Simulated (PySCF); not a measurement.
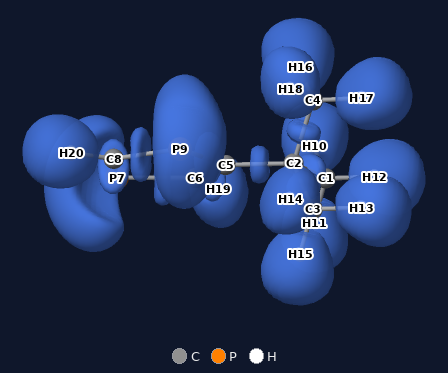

*C7H11P2 (SMILES CC(C)(C)c1c[p-]cp1) (charge −1). Isosurface of the electron localisation function at 0.85 (blue), seen from one side. Only the valence region is drawn (cores and ρ < 0.01 e/Å³ removed).*

Geometry: GFN2-xTB.

Method: PBE0/pcSseg-1, SCF density, gas phase, non-relativistic (PySCF 2.14.0).

Input file:

```
{"job": {"kind": "nmr", "xc": "PBE0", "basis": "pcSseg-1"}, "charge": -1, "multiplicity": 1}
C     -1.458977     0.984609    -0.685302
C     -0.659466    -0.134306    -0.011830
C     -1.166223    -0.302035     1.425035
C     -0.899037    -1.438619    -0.780940
C      0.831275     0.151297     0.024176
C      1.423319     1.278538    -0.485248
P      3.156343     1.442490    -0.358904
C      3.338952    -0.072107     0.446922
P      1.931777    -1.016178     0.762684
H     -1.141107     1.118550    -1.717475
H     -1.325582     1.925700    -0.155494
H     -2.521688     0.735164    -0.681509
H     -2.227588    -0.558720     1.441017
H     -0.600694    -1.090041     1.917953
H     -1.019522     0.621558     1.982965
H     -0.557270    -1.334931    -1.809689
H     -1.958775    -1.702756    -0.786915
H     -0.333544    -2.242757    -0.314836
H      0.865998     2.073931    -0.964501
H      4.316660    -0.428708     0.748855
```

Run with:

```sh
OMP_NUM_THREADS=1 python probes_run.py task.json out
```

> What do the ELF domains correspond to?

The ELF exceeds this value in five regions between bonded C–C atoms (shared pairs), four regions between bonded C–P atoms (shared pairs), eleven regions around hydrogen nuclei and two lobes on P, pointing away from the bonds (lone pairs). Along the contacts the grid gives the following. C–C (1.37 Å): the ELF peaks at about 0.90 between the atoms: localised, covalent bonding. C–P (1.72 Å): the ELF peaks at about 0.90 between the atoms, as expected for a covalent bond.
